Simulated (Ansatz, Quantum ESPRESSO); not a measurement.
# 1T-HfO2, layer by layer, part 4 of 7

What does each added layer of 1T-HfO2 bring in screening, and what does it do to the gap?

Quantum ESPRESSO 7.5; plane-wave DFT, PBEsol, GBRV ultrasoft pseudopotentials; geometry by Ansatz 0.2.0 with PAW datasets.

So far. Step 6 (Potential by pp.x, 1 layer): The slope in the vacuum is 0.100 eV/Å for an applied 0.10 V/Å, as it should be. Step 7 (Bands along a path, 1 layer: no field): Along this path the valence top lies between K and Γ and the conduction bottom at M.

### Step 9. Relaxation with Ansatz, 2 layers

Level of this step: plane-wave DFT, PBE-D3(BJ), Ansatz PAW (Ansatz 0.2.0).

System of this step: 1T-HfO2, 2 layers, AA stacking. The cell holds 6 atoms: 4 O and 2 Hf. Cell: a = 3.240 Å, b = 3.240 Å, c = 25.337 Å, α = 90.0°, β = 90.0°, γ = 120.0°. It derives from HfO2. Vacuum lies along c.

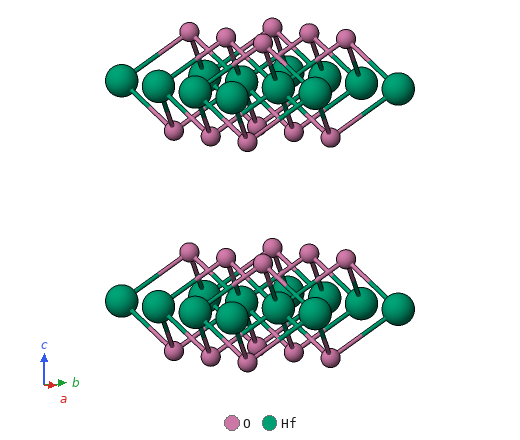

The cell of this step (oxygen pink, hafnium teal). 3×2×1 cells are drawn. Some periodic images of atoms are drawn too.

input.yaml reads:

```yaml
crystal:
  lattice:
    - [3.24, 0.0, 0.0]
    - [-1.62, 2.8059223083, 0.0]
    - [0.0, 0.0, 25.3371817517]
  atoms:
    - { symbol: O, position: [0.6666666667, 0.3333333333, 0.3354753533] }
    - { symbol: Hf, position: [0.0, 0.0, 0.3851768335] }
    - { symbol: O, position: [0.3333333333, 0.6666666667, 0.4348783138] }
    - { symbol: O, position: [0.6666666667, 0.3333333333, 0.5651216862] }
    - { symbol: Hf, position: [0.0, 0.0, 0.6148231665] }
    - { symbol: O, position: [0.3333333333, 0.6666666667, 0.6645246467] }
kpoints:
  mp_grid: { grid: [12, 12, 1] }
hamiltonian:
  xc: pbe
  dispersion: d3bj
scf:
  occupations: { method: fermi_dirac, width: 0.05 }
  convergence: { dr2_threshold: 1.0e-08 }
efield:
  axis: 3
  dipole_correction: true
  ramp_position: 0.97
  ramp_width: 0.04
relax:
  f_tol: 0.01
  cell: { fix: [c, alpha, beta] }
output:
  write_potential: true
  write_density: true
  volumetric_format: npy
```

Run with:

```sh
$ ansatz run input.yaml --threads 4 --pin off --max-ram 8192MiB --backend cpu --events-out ev --progress --plain --runs-dir out
```

Numbers of over 12 decimals in the logs are rounded to 6 here.

The log of the run:

```text
[...]
Crystal: 6 atoms, lattice volume = 230.345 Å³
Basis set: ecut = 420 eV, 4585 PW (Γ), exchange–correlation on 48×48×360 points (8 copies of the dense FFT grid, shifted against one another)
Bands: 46, of which v1, the nominal top of the filled ones, is band 38 counted from 1 (37 counted from 0)
Symmetry: 6 space group operations
k-points: 19 of 144 (time reversal used)
[...]
SCF iter   1: F=—  HF=-33720.257704 eV  |F-HF|=—  |Δ(HF+E_count)|=         —  Δρ=2.49e-3  dr2=2.05e-2  ethr=1.77e-3  p=0.000 e·Å  D=2.26e-5 V/Å  ΔV_dip=-0.00 eV  dr2_dipole=8.93e-10  V_vac-E_F(+/−)=7.08/7.08 eV  ⟨swp⟩=7.5  Hψ=3636  notcnv=0  defer=8
[...]
SCF iter   9: F=-33720.258599 eV  HF=-33720.258599 eV  |F-HF|=1.08e-9  |Δ(HF+E_count)|=   6.75e-8  Δρ=1.34e-6  dr2=4.57e-9  ethr=1.32e-11  p=0.000 e·Å  D=3.65e-6 V/Å  ΔV_dip=-0.00 eV  dr2_dipole=3.94e-10  V_vac-E_F(+/−)=7.16/7.16 eV  ⟨swp⟩=10.2  Hψ=6751  notcnv=0
SCF 1 converged in 9 iterations: F = -33720.258599 eV  dr2 = 4.57e-9
[...]
relax step   1: F+E_penalty+E_count = -33720.25859863 eV  Δ(F+E_penalty+E_count) = +0.000e0 eV  max|allowed force component| = 4.064e0 eV/Å  Δτ_max = 0.0000 Å  P = -8.857 GPa  Ω = 230.345 Å³  fix = [c, alpha, beta]  reactions: c -14.482 GPa  (9 SCF iters, accepted)
Crystal: 6 atoms, lattice volume = 228.515 Å³
Basis set: ecut = 420 eV, 4549 PW (Γ), exchange–correlation on 48×48×360 points (8 copies of the dense FFT grid, shifted against one another)
[...]
SCF iter  10: F=-33722.487705 eV  HF=-33722.487705 eV  |F-HF|=2.91e-11  |Δ(HF+E_count)|=   1.37e-8  Δρ=6.32e-7  dr2=6.20e-10  ethr=1.32e-11  p=-0.000 e·Å  D=-1.32e-6 V/Å  ΔV_dip=0.00 eV  dr2_dipole=1.81e-12  V_vac-E_F(+/−)=6.05/6.05 eV  ⟨swp⟩=9.9  Hψ=6544  notcnv=0
SCF 2 converged in 10 iterations: F = -33722.487705 eV  dr2 = 6.20e-10
relax step   2: F+E_penalty+E_count = -33722.48770543 eV  Δ(F+E_penalty+E_count) = -2.229e0 eV  max|allowed force component| = 1.439e0 eV/Å  Δτ_max = 0.1948 Å  P = -2.858 GPa  Ω = 228.515 Å³  energy of the carried Pulay correction = +2.722e-3 eV  fix = [c, alpha, beta]  reactions: c -4.511 GPa  (10 SCF iters, accepted)
Crystal: 6 atoms, lattice volume = 228.014 Å³
Basis set: ecut = 420 eV, 4525 PW (Γ), exchange–correlation on 48×48×360 points (8 copies of the dense FFT grid, shifted against one another)
[...]
SCF iter   9: F=-33722.729137 eV  HF=-33722.729137 eV  |F-HF|=9.39e-9  |Δ(HF+E_count)|=   2.92e-7  Δρ=2.31e-6  dr2=7.40e-9  ethr=1.32e-11  p=0.000 e·Å  D=2.87e-6 V/Å  ΔV_dip=-0.00 eV  dr2_dipole=1.19e-14  V_vac-E_F(+/−)=5.36/5.36 eV  ⟨swp⟩=8.2  Hψ=7170  notcnv=0
SCF 3 converged in 9 iterations: F = -33722.729137 eV  dr2 = 7.40e-9
relax step   3: F+E_penalty+E_count = -33722.72913692 eV  Δ(F+E_penalty+E_count) = -2.414e-1 eV  max|allowed force component| = 3.830e-1 eV/Å  Δτ_max = 0.1921 Å  P = +1.330 GPa  Ω = 228.014 Å³  energy of the carried Pulay correction = +3.472e-3 eV  fix = [c, alpha, beta]  reactions: c +0.681 GPa  (9 SCF iters, accepted)
[...]
relax step   4: F+E_penalty+E_count = -33722.77265684 eV  Δ(F+E_penalty+E_count) = -4.352e-2 eV  max|allowed force component| = 2.877e-2 eV/Å  Δτ_max = 0.1949 Å  P = -0.340 GPa  Ω = 231.405 Å³  energy of the carried Pulay correction = -1.566e-3 eV  fix = [c, alpha, beta]  reactions: c -0.291 GPa  (10 SCF iters, accepted)
[...]
relax step   5: F+E_penalty+E_count = -33722.79924808 eV  Δ(F+E_penalty+E_count) = -2.659e-2 eV  max|allowed force component| = 7.670e-2 eV/Å  Δτ_max = 0.1950 Å  P = -0.281 GPa  Ω = 230.751 Å³  energy of the carried Pulay correction = -6.010e-4 eV  fix = [c, alpha, beta]  reactions: c -0.327 GPa  (10 SCF iters, accepted)
[...]
relax step   6: F+E_penalty+E_count = -33722.79551028 eV  Δ(F+E_penalty+E_count) = +3.738e-3 eV  max|allowed force component| = 8.321e-2 eV/Å  Δτ_max = 0.1950 Å  P = +0.032 GPa  Ω = 230.508 Å³  energy of the carried Pulay correction = -2.408e-4 eV  fix = [c, alpha, beta]  (10 SCF iters, rejected (line search))
[...]
relax step   7: F+E_penalty+E_count = -33722.80401282 eV  Δ(F+E_penalty+E_count) = -4.765e-3 eV  max|allowed force component| = 1.170e-2 eV/Å  Δτ_max = 0.0597 Å  P = -0.026 GPa  Ω = 230.481 Å³  energy of the carried Pulay correction = -2.014e-4 eV  fix = [c, alpha, beta]  reactions: c -0.062 GPa  (10 SCF iters, accepted)
[...]
relax step   8: F+E_penalty+E_count = -33722.80467112 eV  Δ(F+E_penalty+E_count) = -6.583e-4 eV  max|allowed force component| = 8.941e-3 eV/Å  Δτ_max = 0.0448 Å  P = +0.019 GPa  Ω = 230.486 Å³  energy of the carried Pulay correction = -2.081e-4 eV  fix = [c, alpha, beta]  reactions: c +0.032 GPa  (9 SCF iters, accepted)
[...]
relax step   9: F+E_penalty+E_count = -33722.80479062 eV  Δ(F+E_penalty+E_count) = -1.195e-4 eV  max|allowed force component| = 4.170e-4 eV/Å  Δτ_max = 0.0119 Å  P = +0.001 GPa  Ω = 230.454 Å³  energy of the carried Pulay correction = -1.607e-4 eV  fix = [c, alpha, beta]  reactions: c -0.008 GPa  (8 SCF iters, accepted)
[...]
SCF iter   4: F=-33722.804889 eV  HF=-33722.804887 eV  |F-HF|=2.54e-6  |Δ(HF+E_count)|=   2.61e-5  Δρ=9.31e-7  dr2=2.01e-10  ethr=2.32e-12  p=0.000 e·Å  D=1.07e-6 V/Å  ΔV_dip=-0.00 eV  dr2_dipole=8.02e-16  V_vac-E_F(+/−)=5.45/5.45 eV  ⟨swp⟩=9.4  Hψ=6451  notcnv=0
SCF 10 converged in 4 iterations: F = -33722.804889 eV  dr2 = 2.01e-10
relax step  10: F+E_penalty+E_count = -33722.80488911 eV  Δ(F+E_penalty+E_count) = -9.849e-5 eV  max|allowed force component| = 3.922e-4 eV/Å  Δτ_max = 0.0000 Å  P = +0.009 GPa  Ω = 230.454 Å³  fix = [c, alpha, beta]  reactions: c -0.006 GPa  stress off target by 1.60e-2 GPa on what of the cell is left free  SCF on the basis re-selected at this cell (its energy is not comparable with the rows above)  (4 SCF iters)
[...]
SCF converged after 4 iterations
an eigenvalue changed by more than its tolerance at an iteration that met the thresholds in force, so the SCF went on 1 time: the last check found none over its tolerance
Free energy (F): -33722.804889 eV
[...]
Internal energy: -33722.804889 eV  (E = F + TS)
E sigma→0 (E₀):  -33722.804889 eV
Fermi energy:    1.036743 eV
Dipole field:    D = 0.000001 V/Å  (p = 0.000001 e·Å, saw-weighted, corrected)
Work function:   Φ+ = 5.4532 eV   Φ− = 5.4532 eV
[...]
--- Forces (eV/Å), atoms counted from 1 ---
  atom   1  O      0.00000000     0.00000000     0.00017311
  atom   2  Hf     0.00000000    -0.00000000     0.00039053
  atom   3  O      0.00000000    -0.00000000     0.00025730
  atom   4  O      0.00000000     0.00000000    -0.00025646
  atom   5  Hf     0.00000000     0.00000000    -0.00039221
  atom   6  O      0.00000000    -0.00000000    -0.00017223
  max |Σ_I F_I| component: 4.91e-8 eV/Å
--- Stress (GPa, compression-positive) ---
        0.015998       0.000000       0.000000
        0.000000       0.015998       0.000000
        0.000000       0.000000      -0.006488
  P = ⅓ Tr σ = 0.0085 GPa (0.085 kbar)
--- Band table (eV; the first three rows and the last of 19) ---
  k-point 0: bands = [... 34 lower, -1.6098, -1.6098, -1.5783, -1.5783, 3.7537, 3.7537, 3.7929, 3.7929, ... 4 higher]
  k-point 1: bands = [... 34 lower, -1.8707, -1.7158, -1.6772, -1.5645, 3.7366, 3.7845, 3.9203, 3.9583, ... 4 higher]
  k-point 2: bands = [... 34 lower, -1.9644, -1.9143, -1.7589, -1.4367, 3.6439, 3.7539, 4.3452, 4.3799, ... 4 higher]
  k-point 18: bands = [... 34 lower, -2.4223, -2.4223, -2.1210, -1.9689, 3.4967, 3.8878, 4.9983, 4.9983, ... 4 higher]
--- Relaxed structure (9 steps of the walk, 8 accepted, 1 SCFs on fresh bases) ---
[...]
cell:  # Å, volume = 230.4536 Å³
    - [3.240763, 0, 0]
    - [-1.620381, 2.806583, 0]
    - [0, 0, 25.3371817517]
  atoms:
    - { symbol: O, position: [0.666667, 0.333333, 0.368696] }
    - { symbol: Hf, position: [-6.354092288735978e-18, 0, 0.407133] }
    - { symbol: O, position: [0.333333, 0.666667, 0.445493] }
    - { symbol: O, position: [0.666667, 0.333333, 0.554507] }
    - { symbol: Hf, position: [6.3540926484971025e-18, 0, 0.592867] }
    - { symbol: O, position: [0.333333, 0.666667, 0.631304] }
```

Wall time 63 s (4 threads of Intel Xeon Platinum 8259CL at 2.50GHz (Skylake/Cascade Lake), shared host); peak memory 0.71 GiB.

Step by step:

```csv
step,energy less that of the first step (eV),largest force component (eV/Å),pressure (GPa),volume (Å³)
1,0.0000,4.0642,-8.86,230.35
2,-2.2291,1.4390,-2.86,228.52
3,-2.4705,0.3830,1.33,228.01
4,-2.5141,0.0288,-0.34,231.40
5,-2.5406,0.0767,-0.28,230.75
6,-2.5369,0.0832,0.03,230.51
7,-2.5454,0.0117,-0.03,230.48
8,-2.5461,0.0089,0.02,230.49
9,-2.5462,0.0004,0.00,230.45
10*,-2.5463,0.0004,0.01,230.45
```

Relaxation steps marked * repeat the geometry before them on a plane-wave basis chosen anew for their cell, so energy and pressure can jump there. Relaxation step 6 was tried and not accepted.

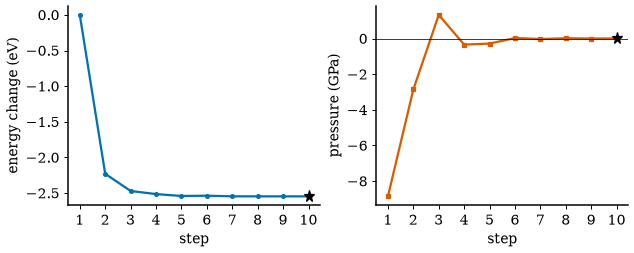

Energy and pressure along the relaxation. Stars mark steps on a basis chosen anew.

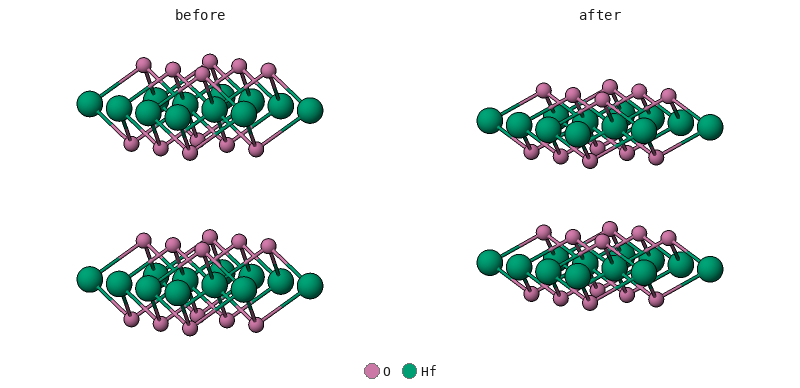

Before and after, at one scale.

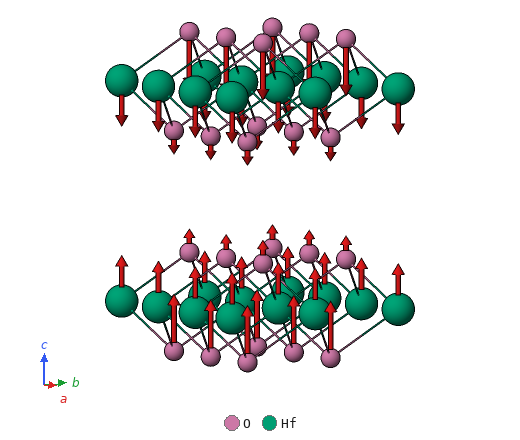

Displacements in the relaxation, exaggerated, measured against the changing cell; the longest in the cell stands for 0.84 Å. 3×2×1 cells are drawn. Some periodic images of atoms are drawn too.

```csv
cell as run,before,after,change
a (Å),3.240,3.241,+0.0 %
b (Å),3.240,3.241,+0.0 %
```

The atoms that moved most (Å, along periodic axes as changes of fractional coordinates times the final cell, across vacuum about the mean position):

```csv
atom,dx,dy,dz,length
O1,0.000,0.000,0.842,0.842
O6,0.000,0.000,-0.842,0.842
Hf5,0.000,0.000,-0.556,0.556
Hf2,0.000,0.000,0.556,0.556
O3,0.000,0.000,0.269,0.269
O4,0.000,0.000,-0.269,0.269
```

The relaxed structure:

```xyz
6
Lattice="3.2408 0.0000 0.0000 -1.6204 2.8066 0.0000 0.0000 0.0000 25.3372" Properties=species:S:1:pos:R:3
O     1.6204    0.9355    9.3417
Hf    0.0000    0.0000   10.3156
O     0.0000    1.8711   11.2875
O     1.6204    0.9355   14.0496
Hf    0.0000    0.0000   15.0216
O     0.0000    1.8711   15.9955
```

Read from the output:

```
free energy                                                      : -33722.8049 eV
Fermi energy                                                     : 1.037 eV
gap by band count                                                : 4.700 eV
dipole along the normal                                          : 1.40e-6 e·Å
vacuum level at the upper face over a Fermi level inside the gap : 5.453 eV
vacuum level at the lower face over a Fermi level inside the gap : 5.453 eV
```

### Step 10. Ground state, 2 layers: no field

Level of this step: plane-wave DFT, PBEsol, GBRV ultrasoft pseudopotentials (Quantum ESPRESSO 7.5).

n2.f0.in reads:

```
&control
  prefix = 'n2.f0'
  outdir = './out'
  pseudo_dir = './pseudo'
  calculation = 'scf'
  tprnfor = .true.
  tefield = .true.
  dipfield = .true.
/
&system
  ibrav = 0
  nat = 6
  ntyp = 2
  ecutwfc = 40
  ecutrho = 200
  occupations = 'smearing'
  smearing = 'fd'
  degauss = 0.004
  edir = 3
  emaxpos = 0.97
  eopreg = 0.04
  eamp = 0.0
  nbnd = 28
/
&electrons
  conv_thr = 1e-09
  mixing_beta = 0.4
  electron_maxstep = 120
  mixing_mode = 'plain'
/
ATOMIC_SPECIES
  O   15.9990  o_pbesol_v1.2.uspp.F.UPF
  Hf  178.4900  hf_pbesol_v1.uspp.F.UPF
CELL_PARAMETERS angstrom
  3.24076296917132 0.00000000000000 0.00000000000000
  -1.62038148458566 2.80658305894625 0.00000000000000
  0.00000000000000 0.00000000000000 25.33718175170000
ATOMIC_POSITIONS crystal
  O   0.666666666667 0.333333333333 0.368695572872
  Hf  -0.000000000000 -0.000000000000 0.407132733633
  O   0.333333333333 0.666666666667 0.445493134972
  O   0.666666666667 0.333333333333 0.554506865983
  Hf  0.000000000000 0.000000000000 0.592867265124
  O   0.333333333333 0.666666666667 0.631304427416
K_POINTS automatic
  12 12 1 0 0 0
```

Run with:

```sh
$ OMP_NUM_THREADS=1 mpirun -n 4 pw.x -nk 4 -in n2.f0.in > n2.f0.out
```

The log of the run:

```text
[banner, memory and clock lines left out]
Program PWSCF v.7.5 starts
[...]
number of electrons       =        48.00
     number of Kohn-Sham states=           28
     kinetic-energy cutoff     =      40.0000  Ry
     charge density cutoff     =     200.0000  Ry
[...]
number of k points=    74  Fermi-Dirac smearing, width (Ry)=  0.0040
[...]
Dense  grid:    74225 G-vectors     FFT dimensions: (  27,  27, 216)
[...]
negative rho (up, down):  2.280E-01 0.000E+00
[...]
Starting wfcs are   42 randomized atomic wfcs
[...]
negative rho (up, down):  2.198E-01 0.000E+00
[...]
estimated scf accuracy    <       1.97721461 Ry
[...]
negative rho (up, down):  2.185E-01 0.000E+00
[...]
estimated scf accuracy    <       0.36426692 Ry
[...]
negative rho (up, down):  2.203E-01 0.000E+00
[...]
estimated scf accuracy    <       0.03987260 Ry
[...]
negative rho (up, down):  2.221E-01 0.000E+00
[...]
estimated scf accuracy    <       0.00213726 Ry
[...]
negative rho (up, down):  2.227E-01 0.000E+00
[...]
estimated scf accuracy    <       0.00041133 Ry
[...]
negative rho (up, down):  2.227E-01 0.000E+00
[...]
estimated scf accuracy    <       0.00036356 Ry
[...]
negative rho (up, down):  2.227E-01 0.000E+00
[...]
estimated scf accuracy    <       0.00001076 Ry
[...]
negative rho (up, down):  2.226E-01 0.000E+00
[...]
estimated scf accuracy    <       0.00000113 Ry
[...]
negative rho (up, down):  2.226E-01 0.000E+00
[...]
estimated scf accuracy    <       0.00000467 Ry
[...]
negative rho (up, down):  2.226E-01 0.000E+00
[...]
estimated scf accuracy    <          5.5E-09 Ry
[...]
negative rho (up, down):  2.226E-01 0.000E+00
[...]
estimated scf accuracy    <       0.00000004 Ry
[...]
negative rho (up, down):  2.226E-01 0.000E+00
[...]
Total length         45.9651 bohr
[...]
estimated scf accuracy    <          4.3E-09 Ry
[...]
negative rho (up, down):  2.226E-01 0.000E+00
[...]
Computed dipole along edir(3) :
        Dipole                0.0000 Ry au,          0.0000 Debye
        Dipole field          0.0000 Ry au,
        Potential amp.       -0.0000 Ry
        Total length         45.9651 bohr
[...]
the Fermi energy is     0.1867 ev
!    total energy              =    -446.86856367 Ry
     estimated scf accuracy    <          1.0E-09 Ry
     smearing contrib. (-TS)   =       0.00000000 Ry
     internal energy E=F+TS    =    -446.86856367 Ry
[...]
one-electron contribution =   -3228.72727968 Ry
     hartree contribution      =    1619.32839234 Ry
     xc contribution           =    -179.52898605 Ry
     ewald contribution        =    1342.05930971 Ry
     electric field correction =       0.00000000 Ry
     convergence has been achieved in  13 iterations
     negative rho (up, down):  2.226E-01 0.000E+00
[...]
Total force =     0.034145     Total SCF correction =     0.000046
[...]
```

The job ended after 2.5 min (4 MPI ranks; peak memory 1.1 GiB; 9.8 min of CPU time).

Read from the output:

```
free energy                          : -6079.9565 eV
Fermi energy                         : 0.1867 eV
dipole along the normal              : 0 e·Å
valence top, on the run's zero       : -2.491 eV
conduction bottom, on the run's zero : 2.193 eV
gap by band count                    : 4.684 eV
```

### Step 11. Electrostatic potential, 2 layers

n2.f0.pot.in reads:

```
&inputpp
  prefix = 'n2.f0'
  outdir = './out'
  filplot = 'n2.f0.pot.dat'
  plot_num = 11
/
```

Run with:

```sh
$ OMP_NUM_THREADS=1 mpirun -n 4 pp.x -in n2.f0.pot.in > n2.f0.pot.out
```

The job ended after 2 s (4 MPI ranks; peak memory 0.16 GiB).

Read from the output:

- slope of the potential above: 3.45e-5 eV/Å
- upper vacuum line continued to the top atoms, over the valence top: 7.961 eV
- slope of the potential below: -1.14e-5 eV/Å
- lower vacuum line continued to the bottom atoms, over the valence top: 7.961 eV
- vacuum level at the upper face over the valence top of the mesh: 7.961 eV
- vacuum level at the lower face over the valence top of the mesh: 7.961 eV

### Step 12. Ground state, 2 layers: field 0.1 V/Å

n2.f1.in is the input of step 10 with these lines changed:

```diff
@@ -1,3 +1,3 @@
 &control
-  prefix = 'n2.f0'
+  prefix = 'n2.f1'
   outdir = './out'
@@ -21,3 +21,3 @@
   eopreg = 0.04
-  eamp = 0.0
+  eamp = 0.00194469
   nbnd = 28
@@ -29,2 +29,3 @@
   mixing_mode = 'plain'
+  startingpot = 'file'
 /
```

Run with:

```sh
$ cp -r out/n2.f0.save out/n2.f1.save
$ OMP_NUM_THREADS=1 mpirun -n 4 pw.x -nk 4 -in n2.f1.in > n2.f1.out
```

The log of the run:

```text
[banner, memory and clock lines left out]
Program PWSCF v.7.5 starts
[...]
number of electrons       =        48.00
     number of Kohn-Sham states=           28
     kinetic-energy cutoff     =      40.0000  Ry
     charge density cutoff     =     200.0000  Ry
[...]
number of k points=    74  Fermi-Dirac smearing, width (Ry)=  0.0040
[...]
Dense  grid:    74225 G-vectors     FFT dimensions: (  27,  27, 216)
[...]
The initial density is read from file :
[...]
negative rho (up, down):  2.226E-01 0.000E+00
[...]
Starting wfcs are   42 randomized atomic wfcs
[...]
negative rho (up, down):  2.226E-01 0.000E+00
[...]
estimated scf accuracy    <       0.00154653 Ry
[...]
negative rho (up, down):  2.226E-01 0.000E+00
[...]
estimated scf accuracy    <       0.00174739 Ry
[...]
negative rho (up, down):  2.226E-01 0.000E+00
[...]
estimated scf accuracy    <       0.00002073 Ry
[...]
negative rho (up, down):  2.226E-01 0.000E+00
[...]
estimated scf accuracy    <       0.00002367 Ry
[...]
negative rho (up, down):  2.226E-01 0.000E+00
[...]
estimated scf accuracy    <       0.00000102 Ry
[...]
negative rho (up, down):  2.226E-01 0.000E+00
[...]
estimated scf accuracy    <       0.00000057 Ry
[...]
negative rho (up, down):  2.226E-01 0.000E+00
[...]
estimated scf accuracy    <       0.00000015 Ry
[...]
negative rho (up, down):  2.226E-01 0.000E+00
[...]
estimated scf accuracy    <       0.00000002 Ry
[...]
negative rho (up, down):  2.226E-01 0.000E+00
[...]
estimated scf accuracy    <          3.7E-09 Ry
[...]
negative rho (up, down):  2.226E-01 0.000E+00
[...]
estimated scf accuracy    <          1.4E-09 Ry
[...]
negative rho (up, down):  2.226E-01 0.000E+00
[...]
Computed dipole along edir(3) :
        Dipole                0.0558 Ry au,          0.1418 Debye
        Dipole field          0.0005 Ry au,
        E field amplitude [Ha a.u.]:  1.9447E-03
        Potential amp.        0.1373 Ry
        Total length         45.9651 bohr
[...]
the Fermi energy is     0.2332 ev
!    total energy              =    -446.86867214 Ry
     estimated scf accuracy    <          6.6E-11 Ry
     smearing contrib. (-TS)   =      -0.00000000 Ry
     internal energy E=F+TS    =    -446.86867214 Ry
[...]
one-electron contribution =   -3228.72626900 Ry
     hartree contribution      =    1619.32740479 Ry
     xc contribution           =    -179.52892577 Ry
     ewald contribution        =    1342.05930971 Ry
     electric field correction =      -0.00019188 Ry
     convergence has been achieved in  11 iterations
     negative rho (up, down):  2.226E-01 0.000E+00
[...]
Total force =     0.034679     Total SCF correction =     0.000038
[...]
```

It took 1.9 min on 4 MPI ranks; peak memory 1 GiB; 7.7 min of CPU time.

Read from the output:

```
free energy                          : -6079.9580 eV
Fermi energy                         : 0.2332 eV
dipole along the normal              : 0.02952 e·Å
valence top, on the run's zero       : -2.402 eV
conduction bottom, on the run's zero : 2.178 eV
gap by band count                    : 4.580 eV
```

### Step 13. Potential by pp.x, 2 layers

n2.f1.pot.in reads:

```
&inputpp
  prefix = 'n2.f1'
  outdir = './out'
  filplot = 'n2.f1.pot.dat'
  plot_num = 11
/
```

Run with:

```sh
$ OMP_NUM_THREADS=1 mpirun -n 4 pp.x -in n2.f1.pot.in > n2.f1.pot.out
```

Wall time 2.1 s (4 MPI ranks); peak memory 0.22 GiB.

Read from the output:

* slope of the potential above: 0.1000 eV/Å
* upper vacuum line continued to the top atoms, over the valence top: 7.931 eV
* slope of the potential below: 0.09999 eV/Å
* lower vacuum line continued to the bottom atoms, over the valence top: 7.854 eV

The slope in the vacuum is 0.100 eV/Å for an applied 0.10 V/Å, as it should be.

(Part 4 of 7 ends here.)

[Logs are printed without paths, hosts, clocks, repeated set-up lines and the standing remarks that a program may print on its own settings, such as how far it seeks lower states.]

[Hosts, paths, dates, database ids (printed as entryN), source tags and the programs' standing remarks are cut or masked in the printed files.]

[Maps of the electrostatic potential energy from Ansatz leave out the sawtooth potential of an applied field or a dipole correction, so their vacuum need not be flat; planar profiles and work functions include it.]
